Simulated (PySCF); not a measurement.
C$_{6}$H$_{12}$Si (SMILES [H][Si]([H])(CC=C)CC=C)

Input file:

```
{"job": {"kind": "nmr", "xc": "PBE0", "basis": "pcSseg-1"}, "charge": 0, "multiplicity": 1}
Si    -0.302548    -0.001101    -0.213297
C     -0.325298    -0.142366     1.678440
C     -1.713991    -0.128767     2.224551
C     -2.377904    -1.187251     2.695921
H      0.264054     0.700943     2.079694
H      0.201043    -1.070952     1.956758
H     -2.230525     0.839510     2.194771
H     -1.915024    -2.178462     2.745168
H     -3.408116    -1.100590     3.049799
C      1.479458     0.123769    -0.852080
C      1.539624     0.129212    -2.343396
C      1.751270     1.202204    -3.109871
H      2.040641    -0.732354    -0.438146
H      1.925235     1.041425    -0.432632
H      1.355355    -0.835535    -2.833791
H      1.936094     2.190235    -2.675238
H      1.748442     1.130777    -4.200260
H     -1.062533     1.216109    -0.636877
H     -0.968028    -1.203348    -0.804934
```

Run with:

```sh
OMP_NUM_THREADS=1 python probes_run.py task.json out
```

Geometry: PBE0-D3(BJ)/def2-SVP.

Level of theory: PBE0/pcSseg-1, SCF density, gas phase, non-relativistic (PySCF 2.14.0).

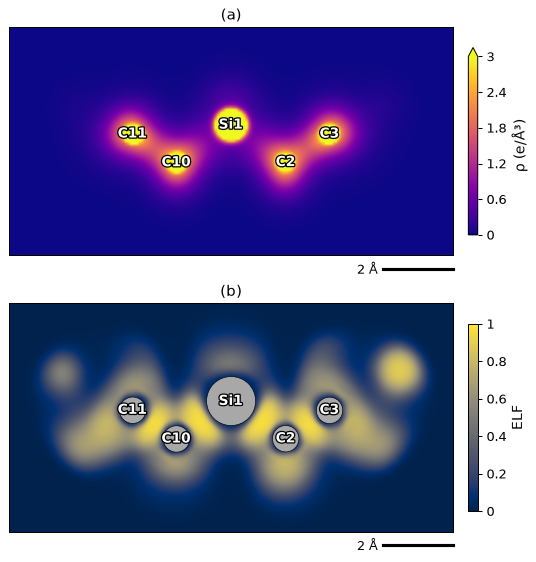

Figure 1. (a) electron density; (b) electron localisation function on the plane of atoms Si1, C10 and C11. Grey discs cover the atomic cores in the ELF map.

Q: What do the fields say about this system?

A: The section cuts through Si and C sites.
C–Si (1.90 Å): the density is about 0.92 e/Å³ at the midpoint; the ELF peaks at about 0.95 between the atoms, as expected for a shared electron pair.
C–C (1.49 Å): the density is about 1.7 e/Å³ at the midpoint; the ELF peaks at about 0.95 between the atoms (a covalent bond).

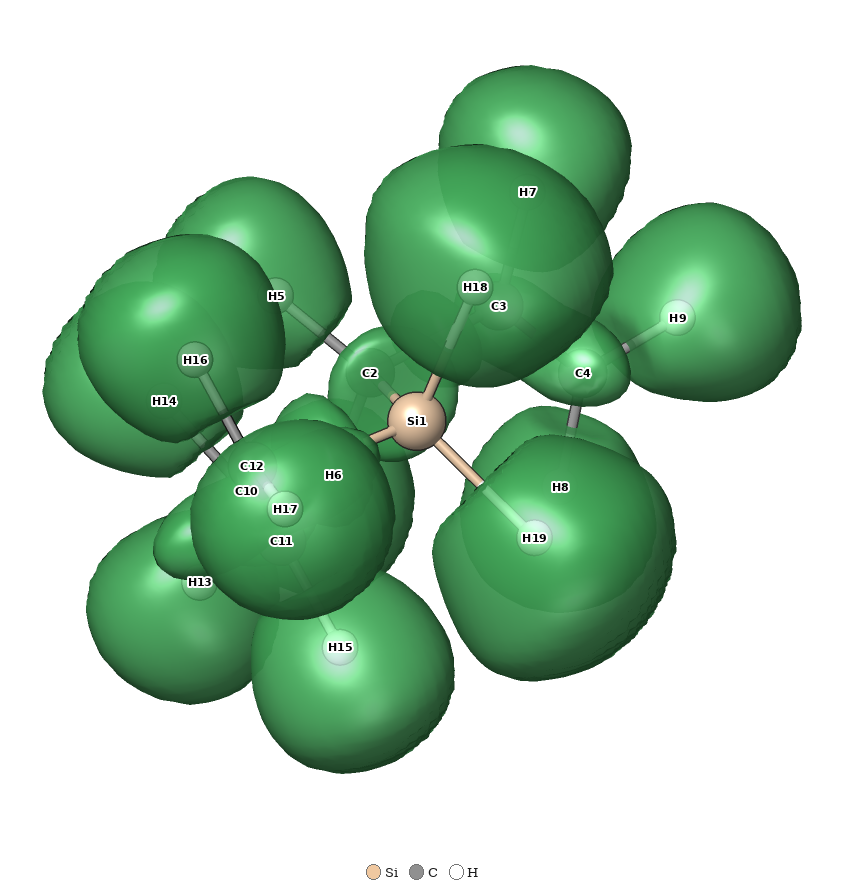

Figure 2. Isosurface of the ELF at 0.8 (green), seen at an oblique angle. Only the valence region is drawn (cores and ρ < 0.01 e/Å³ removed).

Q: What do the ELF domains correspond to?

A: At this value the surface marks out four regions between bonded C–C atoms (shared pairs), two regions between bonded C–Si atoms (shared pairs) and twelve regions around hydrogen nuclei.


C–C (1.34 Å): the ELF peaks at about 0.90 between the atoms; a multiple bond.

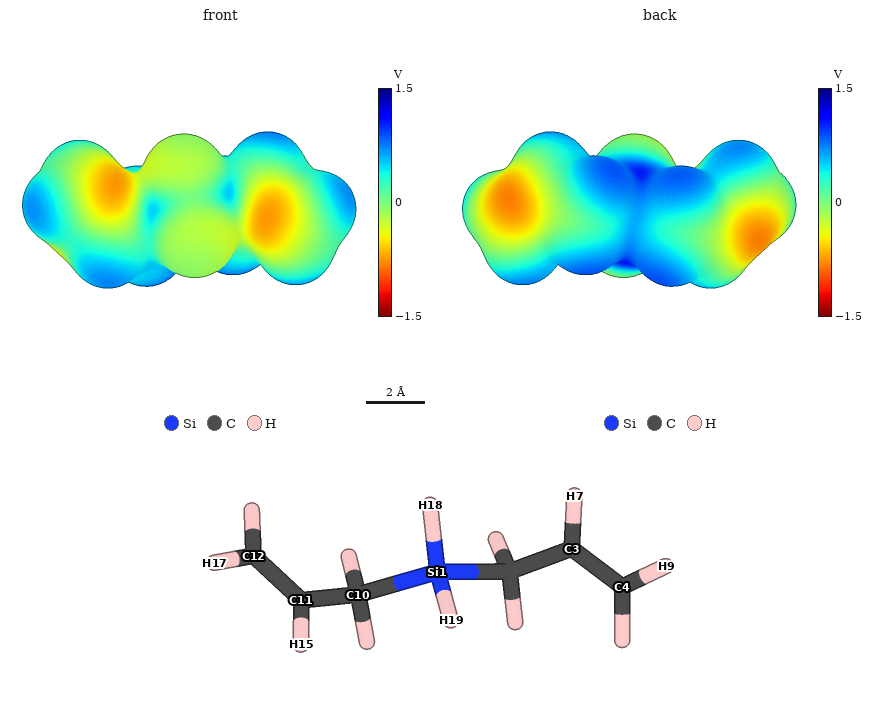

Figure 3. The molecular electrostatic potential painted on the density surface at 0.002 e/bohr³, seen from the front and from behind; red is negative and blue positive. The bare structure is drawn below in the same view.

Q: Describe the electrostatic potential map.

A: The most negative region (about −0.8 V) lies over the π face of C3, C4, C11 and C12, the most positive (about +1.0 V) over Si1.
